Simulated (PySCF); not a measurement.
## Electronic structure of CH11NSi3 in real space

```json
{"atom": "C", "x (Å)": "-2.9817", "y (Å)": "-0.2927", "z (Å)": "0.0291"}
{"atom": "Si", "x (Å)": "-1.2535", "y (Å)": "0.4757", "z (Å)": "0.2405"}
{"atom": "Si", "x (Å)": "0.3369", "y (Å)": "-1.0647", "z (Å)": "-0.4026"}
{"atom": "N", "x (Å)": "1.8580", "y (Å)": "-0.2570", "z (Å)": "-0.6529"}
{"atom": "Si", "x (Å)": "2.6794", "y (Å)": "0.8944", "z (Å)": "0.3421"}
{"atom": "H", "x (Å)": "-3.1643", "y (Å)": "-0.5795", "z (Å)": "-1.0028"}
{"atom": "H", "x (Å)": "-3.7676", "y (Å)": "0.3979", "z (Å)": "0.3196"}
{"atom": "H", "x (Å)": "-3.0911", "y (Å)": "-1.1853", "z (Å)": "0.6388"}
{"atom": "H", "x (Å)": "-1.2487", "y (Å)": "1.7333", "z (Å)": "-0.5266"}
{"atom": "H", "x (Å)": "-1.1465", "y (Å)": "0.8850", "z (Å)": "1.6530"}
{"atom": "H", "x (Å)": "0.5220", "y (Å)": "-2.1652", "z (Å)": "0.5667"}
{"atom": "H", "x (Å)": "0.0927", "y (Å)": "-1.7270", "z (Å)": "-1.6959"}
{"atom": "H", "x (Å)": "2.4638", "y (Å)": "-0.7322", "z (Å)": "-1.3027"}
{"atom": "H", "x (Å)": "3.2186", "y (Å)": "0.2904", "z (Å)": "1.5679"}
{"atom": "H", "x (Å)": "1.6971", "y (Å)": "1.9203", "z (Å)": "0.6872"}
{"atom": "H", "x (Å)": "3.7774", "y (Å)": "1.4155", "z (Å)": "-0.4728"}
```

Geometry: GFN2-xTB.

The calculation used CAM-B3LYP/def2-SVPD, SCF density, gas phase in PySCF.

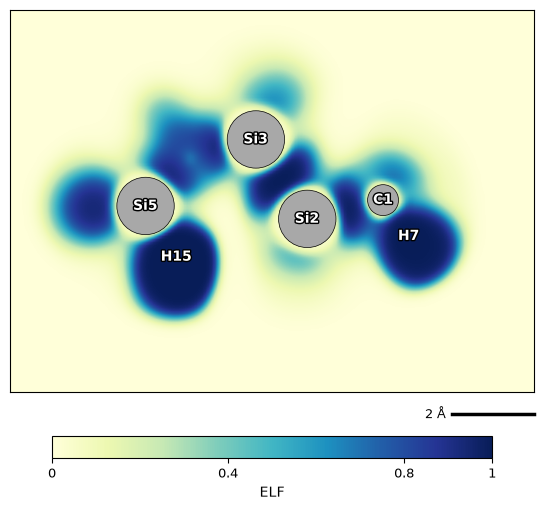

Figure 1. ELF on the plane of atoms Si2, C1 and H7. Grey discs cover the atomic cores.

> What does the map show?

The section cuts through C, Si and H sites.
C–Si (1.90 Å): the ELF peaks at about 0.95 between the atoms, as expected for a shared electron pair.
Si–Si (2.31 Å): the ELF peaks at about 1 between the atoms: a shared electron pair.
C–H (1.09 Å): the ELF climbs to about 1 towards the hydrogen, as it does in any bond to H: an ordinary covalent bond to hydrogen.
Si–H (1.46 Å): the ELF climbs to about 1 towards the hydrogen.

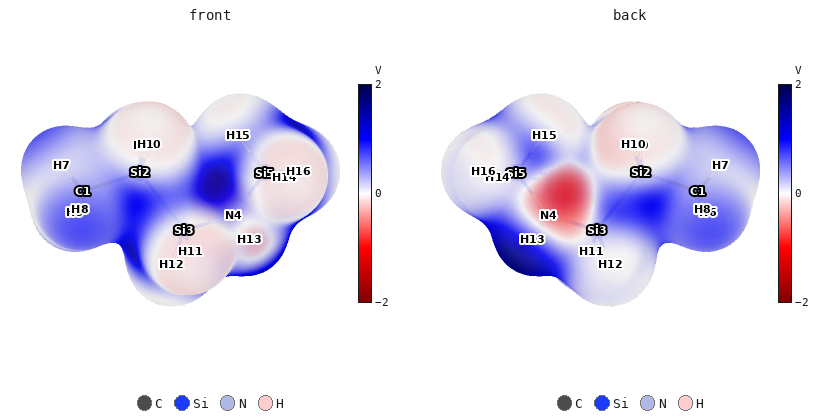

Figure 2. The electrostatic potential painted on the density surface at 0.002 e/bohr³, seen from the front and from behind; red is negative and blue positive.

> Describe the electrostatic potential map.

The most negative region (about −0.7 V) lies over N4, the most positive (about +1.7 V) over H13.
